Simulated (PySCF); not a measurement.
Ionisation energy of neutral zinc ([Ar] 3d¹⁰ 4s² → [Ar] 3d¹⁰ 4s). PySCF, aug-cc-pVDZ-DK, spin-free X2C-1e, unrestricted single determinants, no spin-orbit coupling. Methods marked “valence” freeze 18 core electrons.

The results, method by method:

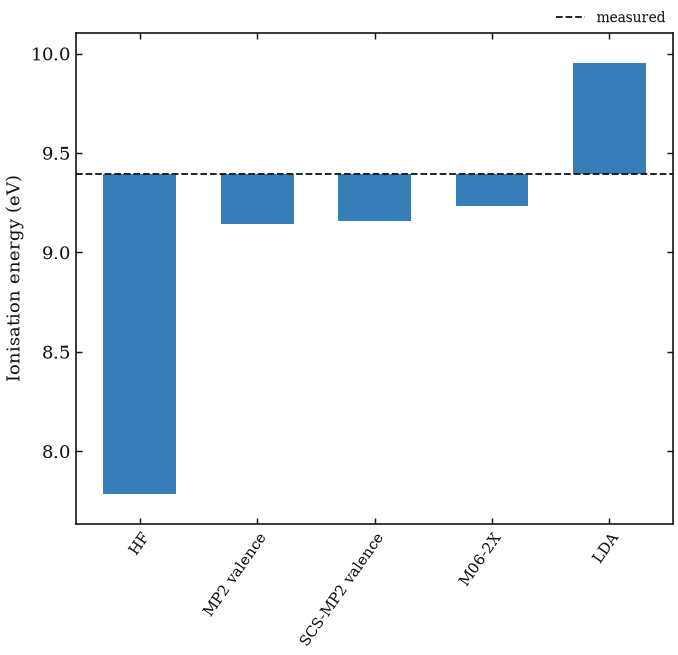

```json
{"Method": "HF", "Ionisation energy (eV)": "7.78"}
{"Method": "M06-2X", "Ionisation energy (eV)": "9.23"}
{"Method": "LDA", "Ionisation energy (eV)": "9.95"}
{"Method": "MP2 valence", "Ionisation energy (eV)": "9.14"}
{"Method": "SCS-MP2 valence", "Ionisation energy (eV)": "9.16"}
```

The values run from 7.78 eV (HF) to 9.95 eV (LDA). The measured value is 9.39 eV; nearest to it come M06-2X (−0.16) and SCS-MP2 valence (−0.24), furthest HF (−1.61 eV).
